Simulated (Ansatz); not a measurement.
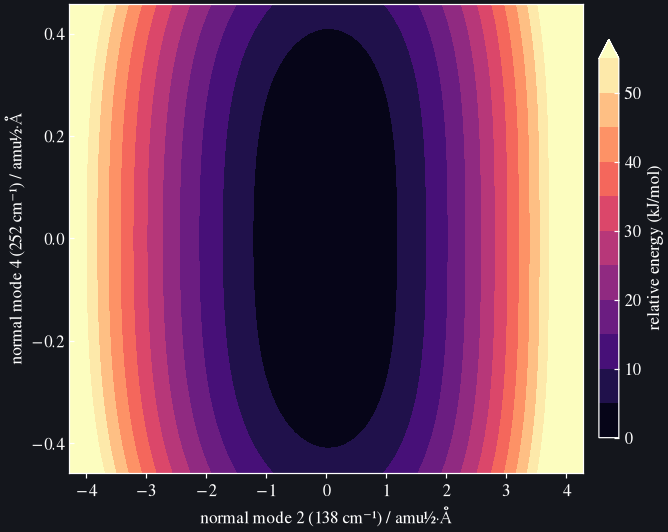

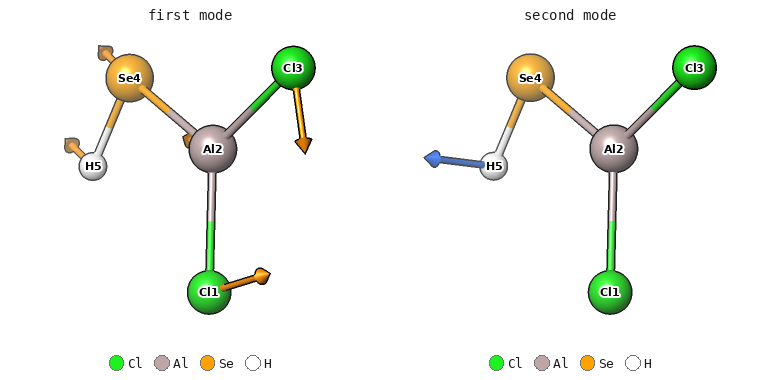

Energy landscape of AlCl₂HSe, SMILES [Cl][Al]([Cl])[SeH]. First axis: normal mode 2 (138 cm⁻¹). Second axis: normal mode 4 (252 cm⁻¹). Nothing is relaxed (straight displacements along the two mass-weighted modes). The scan uses a 15 × 15 grid; 189 points were computed and 36 follow by symmetry. All energies are given in kJ/mol relative to the relaxed molecule at the same level. These are results of Ansatz, RHF-MP2, frozen core/def2-SVP, not measurements.

In the figure: filled contours, one colour for all values above the top of the scale. Between grid points the surface is interpolated. The second picture is the structure at the lowest point

> What does the map say about the system?

The lowest grid point is at normal mode 2 (138 cm⁻¹) = 0.00 amu½·Å, normal mode 4 (252 cm⁻¹) = 0.000 amu½·Å, 0 kJ/mol from the relaxed molecule at the same level. The highest grid point, normal mode 2 (138 cm⁻¹) = 4.29 amu½·Å, normal mode 4 (252 cm⁻¹) = −0.457 amu½·Å, lies 82 kJ/mol above the lowest.

The values on the grid:

```csv
"normal mode 4 (252 cm⁻¹) ↓, normal mode 2 (138 cm⁻¹) →",−4.29,−3.67,−3.06,−2.45,−1.84,−1.22,−0.61,0.00,0.61,1.22,1.84,2.45,3.06,3.67,4.29
0.457,72,54,40,28,19,12,8,7,8,12,19,29,42,60,82
0.392,69,51,37,25,16,10,6,4,6,9,16,26,40,57,79
0.327,67,49,35,23,14,8,4,3,4,8,14,24,38,56,78
0.261,65,48,33,22,13,6,3,1,3,6,13,23,37,55,76
0.196,64,47,32,21,12,6,2,1,2,6,13,23,36,54,76
0.131,64,46,32,20,12,5,2,0,2,5,12,22,36,54,76
0.065,64,46,32,20,11,5,1,0,1,5,12,22,36,54,76
0.000,63,46,32,20,11,5,1,0,1,5,12,22,36,53,75
−0.065,64,46,32,20,11,5,1,0,1,5,12,22,36,54,76
−0.131,64,46,32,20,12,5,2,0,2,5,12,22,36,54,76
−0.196,64,47,32,21,12,6,2,1,2,6,13,23,36,54,76
−0.261,65,48,33,22,13,6,3,1,3,6,13,23,37,55,77
−0.327,67,49,35,23,14,8,4,3,4,8,14,24,38,56,78
−0.392,69,51,37,25,16,10,6,4,6,9,16,26,40,57,79
−0.457,72,54,40,28,19,12,8,7,8,12,19,29,42,60,82
```

Time for the 189 points that were run: 16 min on 1 thread of Arm Neoverse V2, with other jobs on the host.
